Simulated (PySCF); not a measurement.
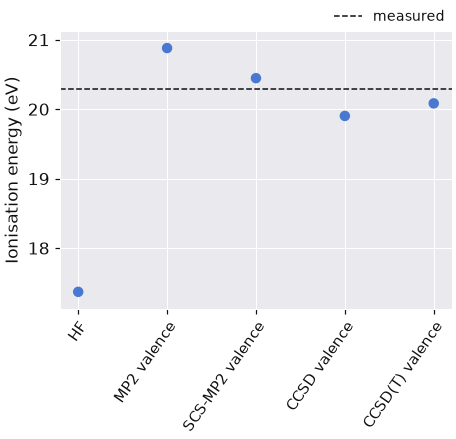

The ionisation energy of an atom or ion with 28 electrons in the configuration [Ar] 3d¹⁰ by several methods. PySCF, def2-TZVPPD, non-relativistic, unrestricted single determinants, no spin-orbit coupling. Methods marked “valence” freeze 18 core electrons.

### Name the element and charge.

Cu⁺. The values run from 17.37 eV (HF) to 20.88 eV (MP2 valence). The measured value is 20.29 eV; nearest to it come SCS-MP2 valence (+0.15) and CCSD(T) valence (−0.21), furthest HF (−2.92 eV). These values lack spin-orbit coupling; with the first-order correction of −0.11 eV added, SCS-MP2 valence comes nearest (+0.05).

Caveat: relativistic shift absent.
